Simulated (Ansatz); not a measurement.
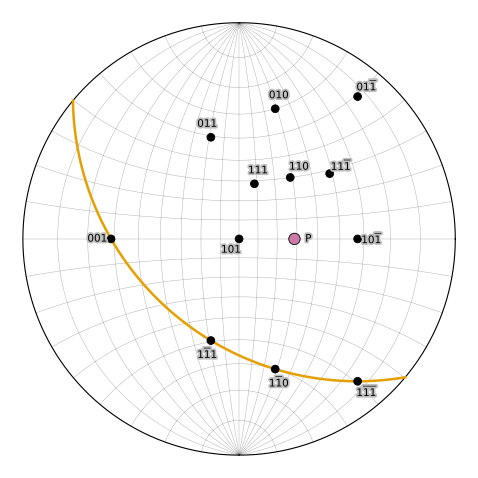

Stereographic projection of plane normals (upper hemisphere) centred on (1 0 1). Crystal: Be, coordinates from a relaxation with DFT LDA, scalar-relativistic, plane waves, PAW in Ansatz. Symmetry computed with spglib at a tolerance of 0.002 Å; standard conventional cell.

a = 2.226 Å, b = 2.226 Å, c = 3.516 Å, α = 90.00°, β = 90.00°, γ = 120.00°.

Q: Index the pole marked P.

A: P is (1 0 0), in four indices (1 0 −1 0), 28.7° from the centre.

Q: Which zone does the coloured great circle trace?

A: The zone [1 1 0]: its poles satisfy h + k = 0.

Q: What is the angle between the normals of (0 0 1) and (1 −1 0), and what are their d_hkl = 1/|g|?

A: 90.0°; d = 3.516 Å and 1.928 Å.
